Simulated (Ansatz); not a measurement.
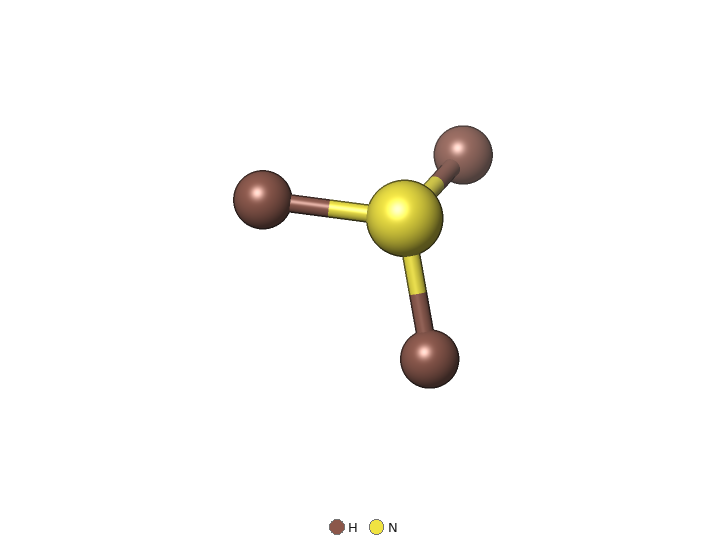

Every bond is drawn as one stick, whatever its order.

What does the picture show?

Formula NH3. This geometry has C3v symmetry. Coordination: 1 N trigonal pyramidal.

More results for the same structure follow; atom numbers are the same in all pictures, views and colours differ. The computed structure is the end point of a PBE0-D4/def2-TZVP optimisation.

### Vibrations

Harmonic vibrations computed with RKS PBE0-D4/def2-TZVP (Ansatz 0.2.0) at a stationary point of the same level.

How many vibrational modes are there, and where do they lie?

Answer. 6 modes: 1031, 1670, 1670, 3502, 3631, 3631 cm⁻¹.

### Charges

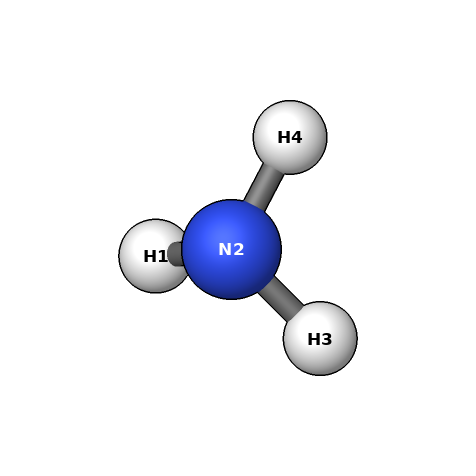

The questions are on Mulliken charges. Method: RKS PBE0-D4/def2-TZVP (Ansatz 0.2.0).

List the Mulliken charges.

```tsv
atom	value (e)
H1	0.23
N2	−0.70
H3	0.23
H4	0.23
```

### Electronic properties

Properties computed with RKS PBE0-D4/def2-TZVPP (Ansatz 0.2.0).

Predict the main results.

- HOMO energy (Kohn–Sham orbital): −7.58 eV
- LUMO energy (Kohn–Sham orbital): 1.03 eV
- HOMO–LUMO gap: 8.62 eV

Mulliken values depend strongly on the basis set and can even reverse the polarity of a bond.
